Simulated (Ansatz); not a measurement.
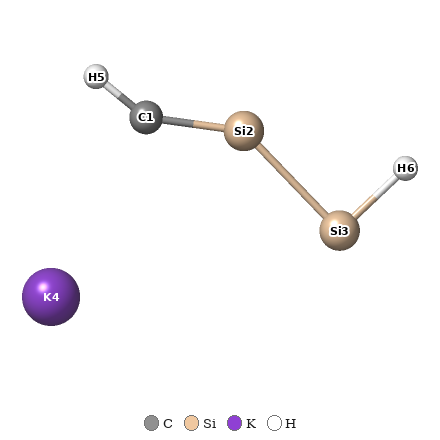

The system is CH2KSi2, charge +1; the picture shows the reference structure. Coordinates scanned: (1) bond length C1–Si2; (2) bond length Si2–Si3. Nothing is relaxed (all other coordinates rigid). Grid: 13 × 13 points. Points are written as (first, second). Energies: kJ/mol, counted from the lowest grid point. The reference is spin-restricted, which grows unreliable where a bond is stretched far. Method: Ansatz 0.2.0, RKS PBE0-D4/def2-TZVP.

Its coordinates:

```xyz
6

C    -0.2129    0.7006   -1.1983
Si    0.7475    0.1935    0.0378
Si    0.6923   -1.0582    1.9792
K    -3.3745   -0.4898   -0.7736
H    -0.3137    1.2575   -2.1191
H     2.1631   -0.7763    2.2088
```

Range: bond length C1–Si2 from 1.349 to 2.468 Å; bond length Si2–Si3 from 2.033 to 2.888 Å.

Q: What will the energy surface look like?

A: The lowest grid point is at (1.629 Å, 2.318 Å). No other kind of well shows on this grid. The highest grid point, (2.468 Å, 2.888 Å), lies 487 kJ/mol above the lowest.

```csv
"bond length Si2–Si3 ↓, bond length C1–Si2 →",1.349,1.442,1.536,1.629,1.722,1.815,1.909,2.002,2.095,2.188,2.282,2.375,2.468
2.888,353,181,96,71,83,118,168,223,280,337,392,442,487
2.817,341,169,84,59,71,107,156,211,269,325,380,430,475
2.746,329,157,73,47,59,95,144,199,257,313,368,417,463
2.675,319,146,61,36,48,83,133,188,245,302,356,405,450
2.603,309,136,51,25,37,72,121,176,234,290,343,393,437
2.532,300,127,42,16,27,62,111,166,223,279,332,380,424
2.461,294,120,34,8,19,53,102,156,213,268,321,369,412
2.390,291,116,29,2,13,47,95,148,204,259,311,359,401
2.318,291,115,28,0,10,43,90,143,198,252,304,350,392
2.247,296,119,31,2,11,43,89,141,196,249,299,345,386
2.176,307,130,40,10,18,49,94,145,198,250,299,344,384
2.105,327,147,56,25,31,61,105,154,206,257,305,349,388
2.033,357,176,83,50,55,83,125,173,224,273,320,362,400
```

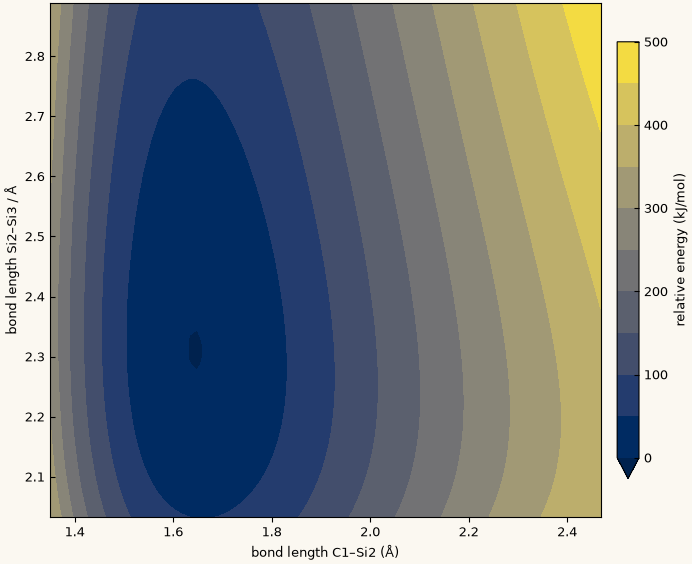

The picture shows filled contours. Between grid points the surface is interpolated.

The whole map (169 points run) took 49 min on 1 thread of Arm Neoverse N1, on a shared host.
